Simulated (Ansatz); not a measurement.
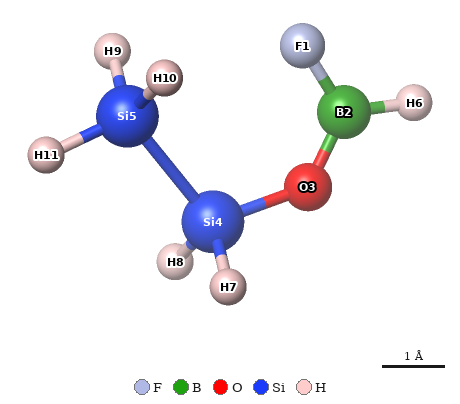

This is the input geometry for a relaxation of BSi$_{2}$H$_{6}$OF. The picture is a ball-and-stick view, seen at a tilt.

The start comes from PBE-D4/def2-SVP.

Theory: RKS PBE0-D4/def2-TZVP (Ansatz).

Input file:
```yaml
crystal:
  periodic: [false, false, false]
  atoms:
    - {symbol: F, position_ang: [-1.762913, -0.364948, 1.107203]}
    - {symbol: B, position_ang: [-1.961252, 0.796854, 0.454286]}
    - {symbol: O, position_ang: [-0.995470, 1.299382, -0.343141]}
    - {symbol: Si, position_ang: [0.573045, 0.761859, -0.772989]}
    - {symbol: Si, position_ang: [1.167122, -1.277267, 0.251101]}
    - {symbol: H, position_ang: [-3.019975, 1.372982, 0.600737]}
    - {symbol: H, position_ang: [1.517849, 1.861404, -0.376319]}
    - {symbol: H, position_ang: [0.578482, 0.636407, -2.270786]}
    - {symbol: H, position_ang: [0.221133, -2.373651, -0.148854]}
    - {symbol: H, position_ang: [1.195231, -1.135901, 1.746669]}
    - {symbol: H, position_ang: [2.552048, -1.634220, -0.227205]}
basis:
  gaussian: {orbitals: def2-TZVP}
hamiltonian: {xc: pbe0, dispersion: d4}
relax: {f_tol: 0.005, max_steps: 150}
```

Launched with:
```bash
ansatz run in.yaml --threads 4 --pin off --events-out ev --progress --plain --max-ram 10444MiB
```

### Where does the relaxation end?

After 6 accepted moves (7 points after the start) the energy has fallen by 0.050 eV. Largest force component: 0.66 eV/Å at the start, 0.0038 eV/Å at the end. The line search rejected the trial step at point 5 of the run. The largest move after the best rigid fit is that of H6, 0.051 Å. Largest moves by element: H 0.051 Å, F 0.049 Å, O 0.044 Å, Si 0.025 Å, B 0.009 Å. Among the contacts that change: O3–Si4 1.713 → 1.669 Å, B2–H6 1.214 → 1.194 Å, Si5–H11 1.508 → 1.490 Å, Si4–H7 1.503 → 1.486 Å. Among the angles between lasting bonds that change: B2–O3–Si4 133.4° → 135.9°. The run took 28 s on 4 threads of Arm Neoverse V1, on a shared host.

Final geometry:

```xyz
11

F    -1.8018   -0.3389    1.1227
B    -1.9567    0.8044    0.4523
O    -0.9758    1.2608   -0.3351
Si    0.5549    0.7502   -0.7609
Si    1.1766   -1.2748    0.2429
H    -2.9844    1.3992    0.5755
H     1.4874    1.8391   -0.3714
H     0.5623    0.6276   -2.2414
H     0.2570   -2.3705   -0.1581
H     1.1949   -1.1501    1.7231
H     2.5509   -1.6041   -0.2287
```

The end point in the same view:

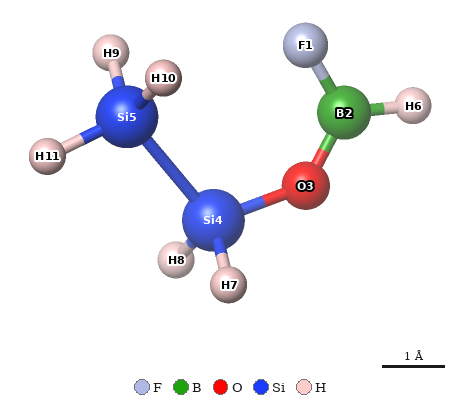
